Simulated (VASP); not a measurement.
Band structure of MoSe2 (2H layered). Method: vdW-DF-cx, VASP's PBE PAW potentials (set 64) (plane waves; VASP 6.6.1).

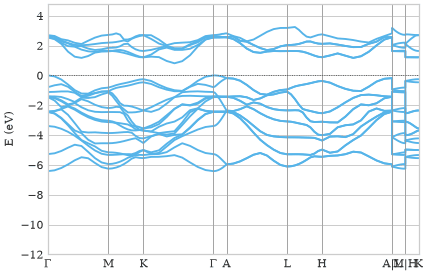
*Bands along high-symmetry lines, zero at the valence-band maximum or, without a gap, the Fermi level*

Task: Read the plot: is there a gap, and where are the band edges?

Result: The gap is indirect, 0.81 eV, from the valence maximum at Γ to the conduction minimum at K-Γ at 0.44. (Edges off the drawn lines would not show.)

Measured: gap 1.09 eV (computed value off by -0.28 eV), as given by Li et al., (2013), arXiv:1302.0733.

The compound is MoSe2 in the 2H layered structure. It was relaxed first.
